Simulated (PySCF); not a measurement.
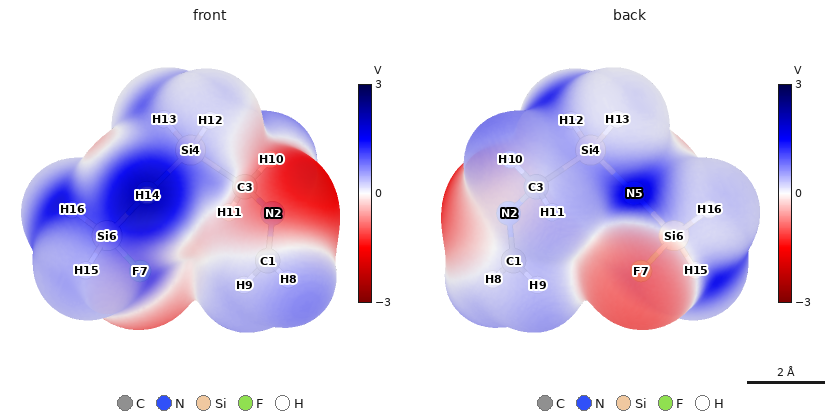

Figure. C₂H₉FN₂Si₂ (SMILES C=NC[SiH2]N[SiH2]F). The molecular electrostatic potential painted on the density surface at 0.002 e/bohr³, seen from the front and from behind; the colour scale runs from red (negative) to blue (positive).

Geometry: GFN2-xTB.

All numbers below come from PBE0/def2-SVPD, SCF density, gas phase in PySCF 2.14.0.

```xyz
16

C    -1.4992    1.8572   -0.3127
N    -1.6421    1.0800    0.6604
C    -1.5449   -0.3260    0.4811
Si    0.1459   -0.8806    1.1934
N     1.4367   -0.2111    0.2396
Si    1.8540   -0.5377   -1.3981
F     0.5623   -0.3207   -2.3363
H    -1.5413    2.9213   -0.1302
H    -1.3381    1.5315   -1.3455
H    -2.3467   -0.7942    1.0538
H    -1.6327   -0.6326   -0.5716
H     0.3396   -0.3553    2.5417
H     0.2255   -2.3425    1.1152
H     1.9711    0.5114    0.6906
H     2.8255    0.4493   -1.8339
H     2.1767   -1.9409   -1.5963
```

### Describe the electrostatic potential map.

The most negative region (about −1.7 V, or −39 kcal/mol for a unit charge) lies over N2, the most positive (about +2.0 V, or +46 kcal/mol for a unit charge) over H14. N2 is the likeliest acceptor of a hydrogen bond.

### How polar is the molecule by this calculation?

Its dipole moment is 1.52 D.
